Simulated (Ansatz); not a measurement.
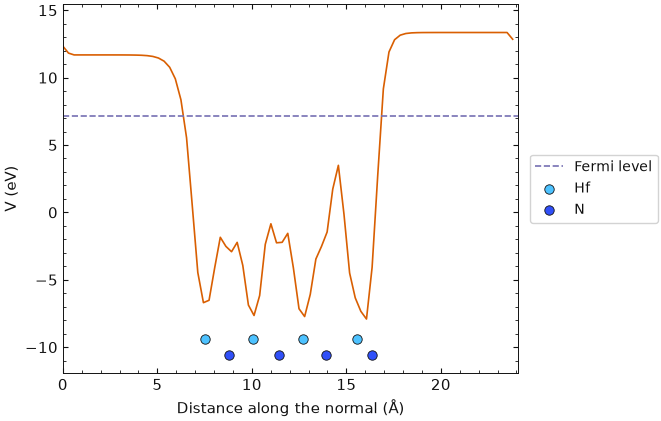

Plane-averaged electrostatic potential energy of an electron across the slab; circles at the bottom mark the heights of the atoms.

Calculation on a (111) slab cut from HfN (Fm-3m), ended by N above and Hf below, 8 atoms in the cell; a = 3.18 Å, b = 3.18 Å, c = 24.10 Å, α = 90.00°, β = 90.00°, γ = 120.00°.

Method: DFT PBEsol, spin-orbit coupling, plane waves, PAW, 12×12×1 k mesh, Gaussian smearing of 0.1 eV (Ansatz 0.2.0).

### What is the work function?

The work function is 6.19 eV at the right face and 4.53 eV at the left.

### Do the two faces differ, and what does that say about the slab's dipole?

The vacuum level is 1.66 eV higher at the right than at the left, so the slab carries a dipole along its normal; the ramp in the vacuum, at or near the edge of the plot, is the dipole correction that keeps each side flat.

### How thick are slab and vacuum?

The outermost atoms are 8.8 Å apart, which leaves 15.3 Å of vacuum in a cell 24.1 Å high.
